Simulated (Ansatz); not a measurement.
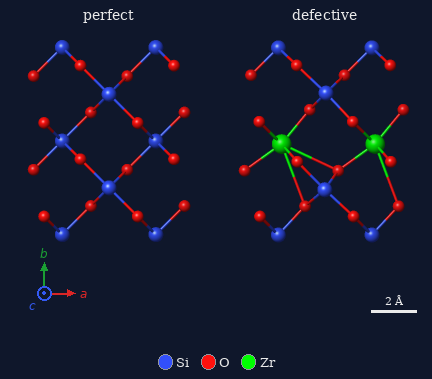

Left: perfect SiO2. Right: the same region with a pair of point defects, after relaxing the atoms in a supercell of 72 sites. The picture is a ball-and-stick view of the atoms within 4.7 Å of one point, in a slice 5.0 Å thick across the line of sight, seen along the c axis.

Method: DFT, PBEsol, PAW, plane waves (Ansatz). Settings: plane-wave cutoff 420 eV; k-point mesh 1 × 1 × 1; mesh shifted by (0.25, 0.25, 0.25); no spin polarisation. Fermi-Dirac smearing of 0.01 eV. The axes drawn are those of the host's conventional cell.

Which defect is it?

Two silicon atoms are replaced by zirconium, the two sites 4.2 Å apart.

The charge state of the cell is 0.

What does the relaxation do around it?

One site: in the host the Si atom has 6 O at 1.77 to 1.82 Å; the Zr atom ends with 6 O at 1.93 to 2.05 Å. The other site: in the host the Si atom has 6 O at 1.77 to 1.82 Å; the Zr atom ends with 6 O at 1.93 to 2.05 Å. Of the host's atoms, an oxygen atom moves furthest from its site, by 0.30 Å. The Zr atom itself moves 0.20 Å from where it was put. The Zr atom itself moves 0.20 Å from where it was put.

Limits of the set-up: the periodic images lie only 8.0 Å apart, so the values are limited by the cell's size.
